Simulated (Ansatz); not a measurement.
BH$_{3}$Si$_{2}$ (SMILES B1[SiH]=[SiH]1)

Input file:

```
crystal:
  periodic: [false, false, false]
  atoms:
    - {symbol: B, position_ang: [-1.649432, 2.081160, 0.626790]}
    - {symbol: Si, position_ang: [-1.404733, 1.319447, -1.127678]}
    - {symbol: Si, position_ang: [-2.892994, 0.658189, 0.243627]}
    - {symbol: H, position_ang: [-1.276024, 2.897349, 1.425318]}
    - {symbol: H, position_ang: [-0.682811, 1.271928, -2.440685]}
    - {symbol: H, position_ang: [-4.038387, -0.218687, 0.651758]}
basis:
  gaussian: {orbitals: def2-TZVPD}
hamiltonian: {xc: {name: PBE0}}
output: {forces: true, orbitals: {seedname: orbitals}}
```

Run with:

```sh
ansatz run input.yaml --threads 1 --pin off --max-ram 2610MiB --events-out events.jsonl --progress --plain --runs-dir runs
```

Geometry: r2SCAN-D4/def2-SVP.

Computed with isolated molecule in a Gaussian basis; Kohn-Sham density functional theory, functional PBE0 (Ansatz 0.2.0).

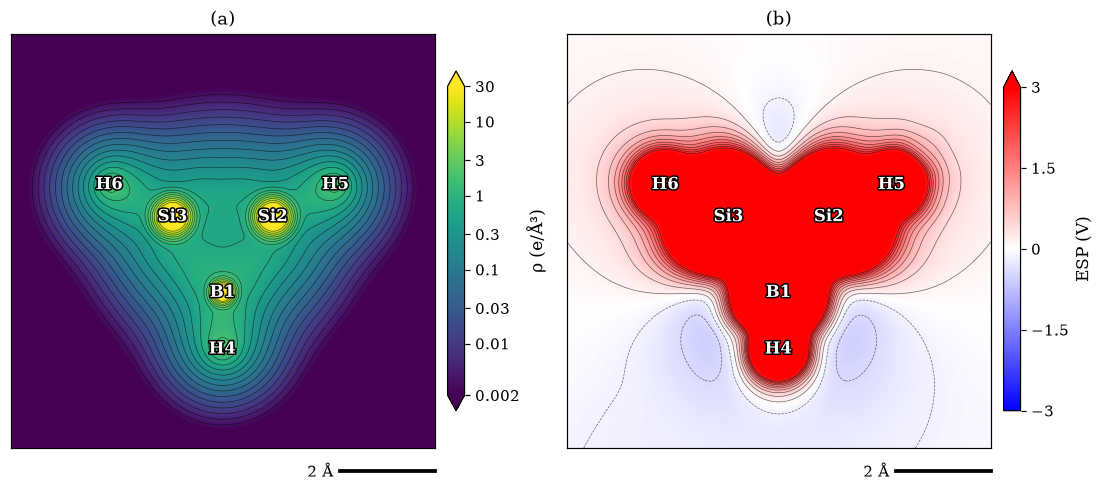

Figure 1. (a) electron density; (b) electrostatic potential on the molecular plane.

Q: Read the bonding off the picture.

A:
- The plane passes through B, Si and H nuclei.
- Si–B (1.93 Å): the density is about 0.78 e/Å³ at the midpoint.
- Si–Si (2.13 Å): the density is about 0.61 e/Å³ at the midpoint.
- B–H (1.20 Å): ρ is about 1.2 e/Å³ halfway.
- Si–H (1.50 Å): ρ is about 0.79 e/Å³ halfway.
- Outside the dense part of the molecule the potential is most negative (−0.6 V) near H4.

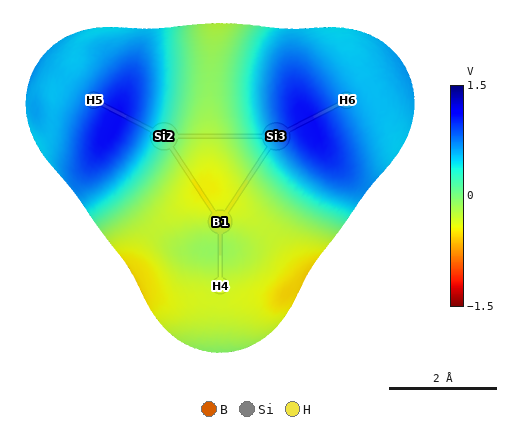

Figure 2. The molecular electrostatic potential painted on the density surface at 0.002 e/bohr³, seen across its widest extent; red is negative and blue positive.

Q: Where is the surface potential most negative and most positive?

A: The most negative region (about −0.5 V, or −12 kcal/mol for a unit charge) lies over H4, the most positive (about +1.1 V, or +25 kcal/mol for a unit charge) over Si2 and Si3.

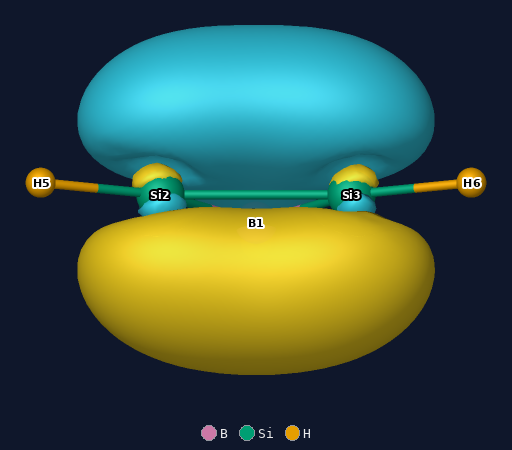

Figure 3. The HOMO at ±0.1 Å⁻³ᐟ² (yellow and cyan are the two phases), seen from one side.

Q: Where does this orbital lie, and at what energy?

A: Its weight (Hirshfeld) is mainly on Si2 (about 35 %), Si3 (about 35 %) and B1 (about 25 %); it changes sign across the molecular plane (π type); π-bonding across B1–Si2, B1–Si3 and Si2–Si3. Its energy is −6.94 eV.
